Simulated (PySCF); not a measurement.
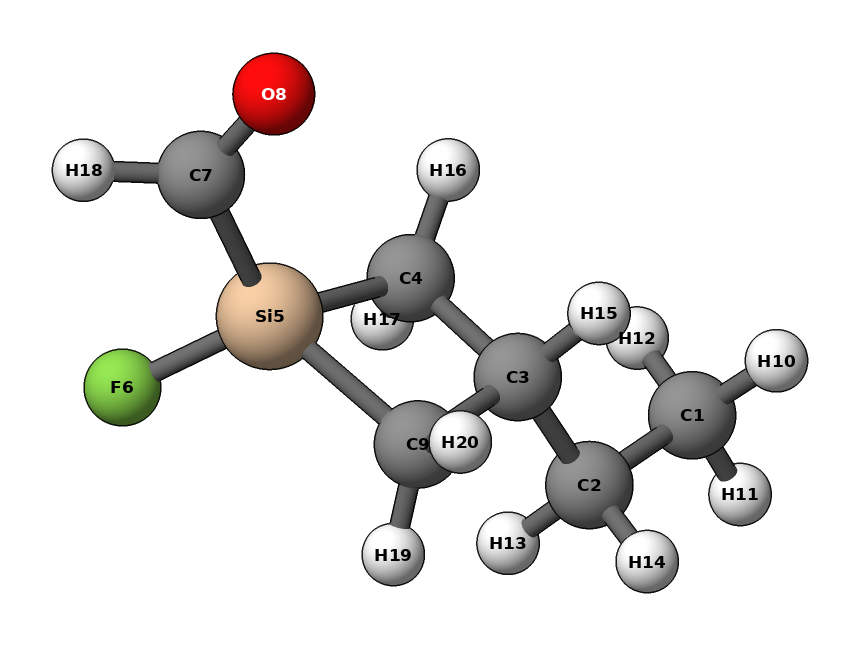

The computed structure is the end point of a GFN2-xTB optimisation. No frequency run is at hand to confirm it as a minimum. Level of theory: GIAO PBE0/pcSseg-1 NMR shielding, non-relativistic, gas phase (PySCF 2.14.0). Principal shieldings σ11 ≤ σ22 ≤ σ33, span Ω = σ33 − σ11, skew κ = 3(σiso − σ22)/Ω.

Give the shielding tensors of the Si atoms.

```
atom    σ11    σ22    σ33   σiso      Ω     κ
 Si5  264.3  335.7  468.5  356.1  204.2  0.30
```

Shieldings and span in ppm.

The geometry is semi-empirical. Around Si such bond lengths and angles can be off by a tenth of an ångström or more and by several degrees, and values that hang on the shape move with them.
